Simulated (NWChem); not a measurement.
**One shape, several levels: TlI (thallium iodide)**

We compute a comparison of 6 runs (HF/def2-SVP, M06-2X/def2-SVPD, B3LYP/def2-TZVPP, PBE/def2-TZVPP, r2SCAN/def2-TZVPP, MP2/def2-TZVP) of TlI (thallium iodide). 

Program for the calculation: NWChem 7.3.0.

2 further runs of the same task are left out: 2 set aside as unsound or not needed. Runs told in other sessions of the task aren't counted.

**1. Starting point**

TlI: 2 atoms, total charge 0, spin state singlet. SMILES: `[I][Tl]`. The coordinates come from a PBE0-D4/def2-TZVP relaxation.

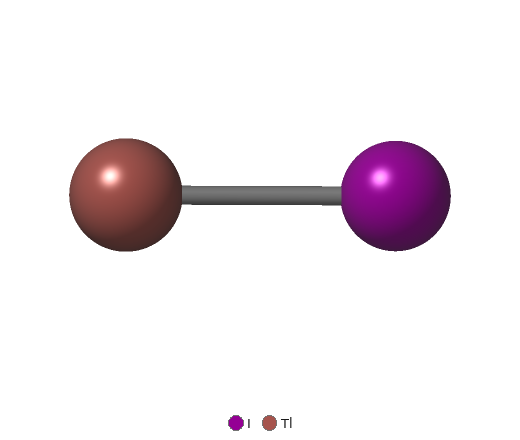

Viewed from a chosen angle; iodine purple, thallium brown.

**2. Energy and forces at HF/def2-SVP (core potential) (run 1)**

itl.nw

```
start itl
title "ITl"
memory 2200 mb

geometry units au noautosym nocenter noautoz
   I      0.00000000     0.00000000    -0.01587370
   Tl     0.00000000     0.00000000     5.35257366
end

basis spherical bse
   * library def2-SVP
end

ecp bse
   I library def2-SVP
   Tl library def2-SVP
end

scf
   thresh 1e-08
   maxiter 80
end

task scf gradient
```

On the command line:

```
$ nwchem itl.nw > itl.out
```

The program printed:

```text
[...]
  functions       =    52
[...]
  wavefunction    = RHF
[...]
         Total SCF energy =   -468.254364653739
      One-electron energy =  -1015.474736305323
      Two-electron energy =    449.426733231704
 Nuclear repulsion energy =     97.793638419880
        Time for solution =      9.4s
[...]
                         RHF ENERGY GRADIENTS
    atom               coordinates                        gradient
                 x          y          z           x          y          z
   1 I       0.000000   0.000000  -0.015874   -0.000000   0.000000   0.010269
   2 Tl      0.000000   0.000000   5.352574    0.000000  -0.000000  -0.010269
[...]
```

Run time: 14 s. Hardware: 1 thread of Intel Xeon Platinum 8259CL at 2.50GHz (Skylake/Cascade Lake), shared host; peak memory 0.1 GiB.

**3. Energy and gradient at M06-2X/def2-SVPD (core potential) (run 2)**

run.xyz

```xyz
2

I      0.000000     0.000000    -0.008400
Tl     0.000000     0.000000     2.832460
```

run.py

```python
from ase.io import read
from ase.calculators.nwchem import NWChem

atoms = read('run.xyz')

calc = NWChem(
    label='run',
    theory='dft',
    memory='2200 mb',
    basis='def2-SVPD',
    basispar='spherical bse',
    dft={'xc': 'm06-2x', 'mult': '1', 'grid': 'xfine', 'convergence': 'energy 1e-08', 'iterations': '100', 'mulliken': None, 'print': 'low'},
    **{'ecp bse': {'I library': 'def2-SVPD', 'Tl library': 'def2-SVPD'}},
)
atoms.calc = calc

forces = atoms.get_forces()
print(f"energy = {atoms.get_potential_energy():.6f} eV")
print("forces (eV/A):")
for s, f in zip(atoms.symbols, forces):
    print(f"{s:2s} {f[0]:10.5f} {f[1]:10.5f} {f[2]:10.5f}")
```

On the command line:

```
$ export ASE_NWCHEM_COMMAND="nwchem PREFIX.nwi > PREFIX.nwo"
$ python run.py
```

The program printed:

```text
energy = -12792.261338 eV
forces (eV/A):
I    -0.00000   -0.00000   -0.45493
Tl    0.00000    0.00000    0.45493
```

The calculator wrote run.nwi:

```
title "run"

permanent_dir run

scratch_dir run

start run

geometry units angstrom nocenter noautosym noautoz
  I  0.0000000000000000e+00 0.0000000000000000e+00 -8.3999999999999995e-03
  Tl 0.0000000000000000e+00 0.0000000000000000e+00 2.8324600000000002e+00
end

memory 2200 mb

basis spherical bse noprint
   * library def2-SVPD
end

dft
  xc m06-2x
  mult 1
  grid xfine
  convergence energy 1e-08
  iterations 100
  mulliken
  print low
end
ecp bse
  I library def2-SVPD
  Tl library def2-SVPD
end

task dft gradient
```

run.nwo, shortened:

```text
[...]
         Total DFT energy =     -470.106937110037
      One electron energy =    -1015.740241915719
           Coulomb energy =      484.879480009132
    Exchange-Corr. energy =      -37.039820692789
 Nuclear repulsion energy =       97.793645489338
[... 1 line left out ...]
 Numeric. integr. density =       46.000000003061
[...]
      Total Density - Mulliken Population Analysis
     ---------------------------------------------
    Atom       Charge   Shell Charges
 -----------   ------   -------------------------------------------------------
    1 I   25    25.57   0.22  1.83  1.29  0.63  0.04  3.12  2.93  2.60  2.78  0.12  9.80  0.21  0.01
    2 Tl  21    20.43  -0.86  2.91  1.35  0.55 -0.01  2.59  3.40  0.35  0.12  9.65  0.39 -0.00
[...]
                         DFT ENERGY GRADIENTS
    atom               coordinates                        gradient
                 x          y          z           x          y          z
   1 I       0.000000   0.000000  -0.015874    0.000000   0.000000   0.008847
   2 Tl      0.000000   0.000000   5.352573   -0.000000  -0.000000  -0.008847
 Task  times  cpu:       58.6s     wall:       58.6s
 Total times  cpu:       58.7s     wall:       58.7s
```

Wall time 60 s (1 thread of Intel Xeon Platinum 8259CL at 2.50GHz (Skylake/Cascade Lake), shared host); peak memory 0.13 GiB.

Runs 3 to 5 aren't shown in full; the table further down has their settings and results.

**4. Energy and gradient at MP2/def2-TZVP (core potential) (run 6)**

itl.nw

```
start itl
memory total 2200 mb

geometry units atomic noautosym nocenter noautoz
  I      0.00000000     0.00000000    -0.01587370
  Tl     0.00000000     0.00000000     5.35257366
end

basis spherical bse
  I library def2-TZVP
  Tl library def2-TZVP
end

ecp bse
  I library def2-TZVP
  Tl library def2-TZVP
end

scf
  thresh 1e-08
  maxiter 80
end

mp2
  freeze core 8
  tight
end

task mp2 gradient
```

On the command line:

```
$ nwchem itl.nw > itl.out
```

The program printed:

```text
[...]
  functions       =   100
[...]
  wavefunction    = RHF
[...]
         Total SCF energy =   -468.266023897746
      One-electron energy =  -1015.467116487833
      Two-electron energy =    449.407454170207
 Nuclear repulsion energy =     97.793638419880
        Time for solution =     59.7s
[...]
          Total MP2 energy          -469.121990303505
[...]
                         mp2 ENERGY GRADIENTS
    atom               coordinates                        gradient
                 x          y          z           x          y          z
   1 I       0.000000   0.000000  -0.015874    0.000000   0.000000  -0.001949
   2 Tl      0.000000   0.000000   5.352574   -0.000000  -0.000000   0.001949
[...]
```

It took 2.6 min on 1 thread of Intel Xeon Platinum 8259CL at 2.50GHz (Skylake/Cascade Lake), shared host; peak memory 0.41 GiB.

**5. Overview of the runs**

```
run                               level  core potential  iteration cap  energy (Eh)  dipole moment (D)  HOMO energy (eV)  LUMO energy (eV)  wall time
  1        HF/def2-SVP (core potential)        def2-SVP             80  -468.254365               4.98             -8.76              0.41       14 s
  2   M06-2X/def2-SVPD (core potential)       def2-SVPD            100  -470.106937                  –                 –                 –       60 s
  3   B3LYP/def2-TZVPP (core potential)      def2-TZVPP            100  -470.473220               4.44             -6.70             -2.20       62 s
  4     PBE/def2-TZVPP (core potential)      def2-TZVPP            100  -470.336307               4.21             -5.91             -2.56       77 s
  5  r2SCAN/def2-TZVPP (core potential)      def2-TZVPP            100  -470.507159               4.41             -6.16             -2.32       73 s
  6      MP2/def2-TZVP (core potential)       def2-TZVP             80  -469.121990               5.07             -8.81              0.29    2.6 min
```

**6. Outcome**

```
                                                      quantity          value
                                           run 6: total energy  -469.12199 Eh
run 6: dipole moment (of the density that the program reports)         5.07 D
                    run 6: HOMO energy (Hartree–Fock orbitals)       -8.81 eV
                    run 6: LUMO energy (Hartree–Fock orbitals)        0.29 eV
                  run 6: HOMO–LUMO gap (Hartree–Fock orbitals)        9.10 eV
            run 6: correlation energy (8 core orbitals frozen)     -856.0 mEh
                               run 6: largest force on an atom     0.100 eV/Å
```

What this shows: Over runs 1, 3, 4, 5, 6 the dipole moment (its size) runs from 4.21 D (PBE/def2-TZVPP) to 5.07 D (MP2/def2-TZVP). The two ends differ in method and basis. Over runs 1, 3, 4, 5 the HOMO–LUMO gap runs from 3.35 eV (PBE/def2-TZVPP) to 9.18 eV (HF/def2-SVP). Totals of different functionals can't be ranked against each other. All runs together took 7.4 min, the longest 2.6 min.
